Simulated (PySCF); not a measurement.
Consider C₆H₁₀NSi (doublet).

```xyz
18

C    -2.7344    0.0019   -0.7475
N    -1.4249   -0.2183   -0.2074
C    -0.9462   -1.3942    0.2731
C     0.3219   -1.1912    0.7448
C     0.6288    0.1754    0.5581
C     1.9204    0.8423    0.8705
Si    3.0779    0.5923   -0.6228
C    -0.4720    0.7403   -0.0362
H    -3.4050    0.4299    0.0050
H    -3.1539   -0.9444   -1.0879
H    -2.6805    0.6903   -1.5925
H    -1.5380   -2.2887    0.2422
H     0.9639   -1.9302    1.1831
H     2.3547    0.4067    1.7707
H     1.7567    1.9040    1.0578
H     2.5723    1.2478   -1.8256
H     3.3934   -0.8118   -0.8608
H    -0.6439    1.7541   -0.3430
```

Geometry: GFN2-xTB.

These are results of UKS B3LYP, pcH-1 on C H N Si, non-relativistic, mean-field spin-orbit, GIAO (PySCF), not measurements.

> Predict the electron density, electron localisation function and spin density between the atoms.

C–N (1.36 Å): ρ is about 2.3 e/Å³ halfway; the ELF peaks at about 0.90 between the atoms: localised, covalent bonding.
C–C (1.37 Å): ρ is about 2.2 e/Å³ halfway; the ELF peaks at about 0.95 between the atoms (a covalent bond).
C–H (1.07 Å): ρ is about 2 e/Å³ halfway; the ELF climbs to about 1 towards the hydrogen, as it does in any bond to H; a covalent bond by its length.
C–C (1.41 Å): ρ is about 2 e/Å³ halfway; the ELF peaks at about 0.95 between the atoms: localised, covalent bonding.
The unpaired spin (1 electron) lies mostly on Si7 (about 0.8), in electrons by Hirshfeld's partition.

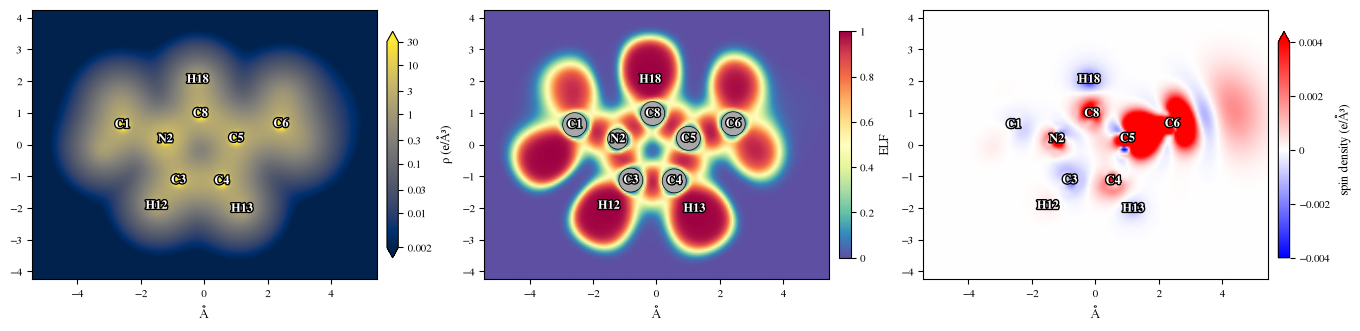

Computed electron density, electron localisation function and spin density on the plane of atoms N2, C8 and C5, in this order. Grey discs cover the atomic cores in the ELF map. 
